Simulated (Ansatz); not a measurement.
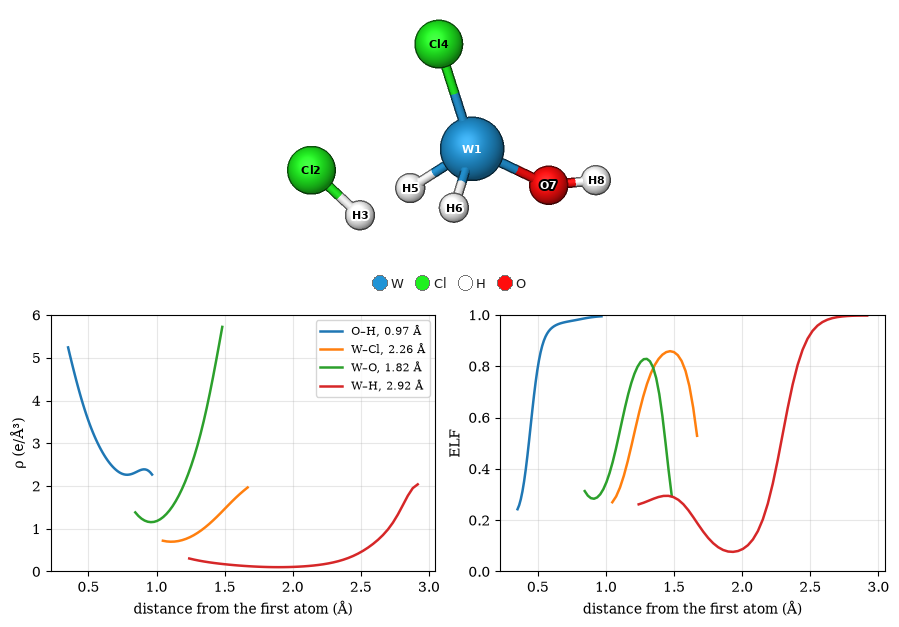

The picture shows: ClH$_{3}$OW···HCl. Electron density and ELF along straight lines between neighbouring atoms. The curves leave out the atomic cores. The structure is drawn too.

Core potentials replace the inner electrons of W; not at a stationary point (largest force 1.0 eV/Å).

Computed with RKS B3LYP-D4/def2-SVP in Ansatz 0.2.0.

```xyz
8

W    -0.0109    0.5752   -0.6288
Cl    0.9483   -0.0903    2.7723
H     1.0291   -0.8649    1.6855
Cl    0.1254    2.5980    0.3756
H    -0.9713   -0.4625    0.2822
H     1.2147   -0.4792   -0.1425
O    -0.2729   -0.0079   -2.3377
H    -0.3133    0.1941   -3.2824
```

> What can be read from the curves?

O–H (0.97 Å): ρ is about 3.7 e/Å³ halfway; the ELF climbs to about 1 towards the hydrogen, as it does in any bond to H; an ordinary covalent bond to hydrogen.
W–Cl (2.26 Å): ρ at the midpoint is about 0.7 e/Å³; the ELF peaks at about 0.85 in the valence shell of Cl, 0.8 Å from its nucleus, and is about 0.35 at the midpoint.
W–O (1.82 Å): the density is about 1.2 e/Å³ at the midpoint; the ELF peaks at about 0.85 in the valence shell of O, 0.5 Å from its nucleus, and drops to about 0.30 between the two atoms.
W1···H3 (2.92 Å): the density falls to about 0.1 e/Å³ on the way; the ELF dips to about 0.10 between them.
